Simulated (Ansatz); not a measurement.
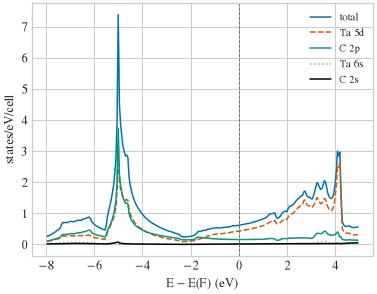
Figure: Total and projected density of states of TaC (rock salt, Fm-3m), DFT-PBEsol in the program Ansatz with PAW potentials

Which orbitals carry the states next to the Fermi level?

Within 0.5 eV of the Fermi level: Ta 5d 69 %, C 2p 25 %. Projections are on Löwdin-orthogonalised atomic valence shells; empty p or d shells of many metals are not among them.

Where is the tallest occupied peak in this window, and what makes it?

Near -5.0 eV, about 7.4 states/eV per cell; the largest projected share is C 2p.

The cell was relaxed with PBEsol under the symmetry of its start. No spin polarisation was allowed. Spin–orbit coupling is left out wherever it is not named.

Potentials: the later of the program's two PAW sets.
